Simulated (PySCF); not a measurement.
C₂H₃N (SMILES CC#N)

```csv
atom,x (Å),y (Å),z (Å)
C,-0.4861,0.0048,-0.0160
C,0.9664,-0.0093,0.0100
N,2.1229,-0.0204,0.0308
H,-0.8616,-0.7592,-0.7117
H,-0.8866,-0.2043,0.9862
H,-0.8513,0.9888,-0.3431
```

Geometry: PBE0-D3(BJ)/def2-SVP.

All numbers below come from PySCF, DFT single point, gas phase, functional wB97X.

> Predict the electron density and electron localisation function between the atoms.

C–N (1.16 Å): the density is about 3.6 e/Å³ at the midpoint; the ELF peaks at about 0.85 between the atoms (a multiple bond).
C–C (1.45 Å): ρ at the midpoint is about 1.8 e/Å³; the ELF peaks at about 0.95 between the atoms: localised, covalent bonding.
C–H (1.10 Å): ρ at the midpoint is about 2 e/Å³; the ELF climbs to about 1 towards the hydrogen, as it does in any bond to H (a covalent bond by its length).

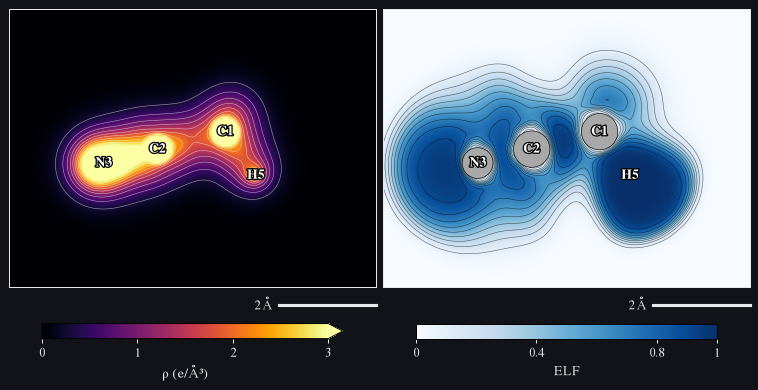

Computed electron density and electron localisation function on the plane of atoms C2, C1 and H5, in this order. Grey discs cover the atomic cores in the ELF map. 
